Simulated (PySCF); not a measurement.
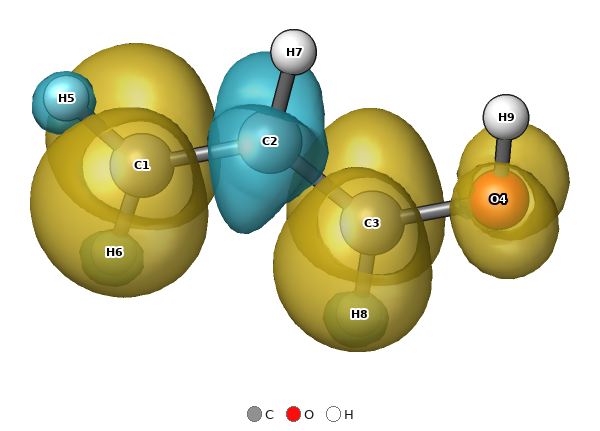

Figure. C₃H₅O (doublet). Isosurfaces of the spin density at +0.015 (yellow) and −0.015 e/Å³ (cyan), seen at a tilt.

Geometry: GFN2-xTB.

These are results of UKS B3LYP, pcH-1 on C H O, non-relativistic, mean-field spin-orbit, GIAO (PySCF 2.14.0, density-fitted response routines), not measurements.

```xyz
9

C    -1.4988    0.3118    0.0671
C    -0.1446    0.3975   -0.1154
C     0.7168   -0.6763   -0.0853
O     2.0556   -0.5937   -0.2657
H    -2.1227    1.1842    0.0319
H    -1.9737   -0.6343    0.2502
H     0.2896    1.3759   -0.2968
H     0.3843   -1.6863    0.0875
H     2.3070    0.3271   -0.4171
```

Where is the unpaired spin?

Answer. The unpaired spin (1 electron) lies mostly on C1 (about 0.4), C3 (about 0.4) and O4 (about 0.1), in electrons by Hirshfeld's partition.
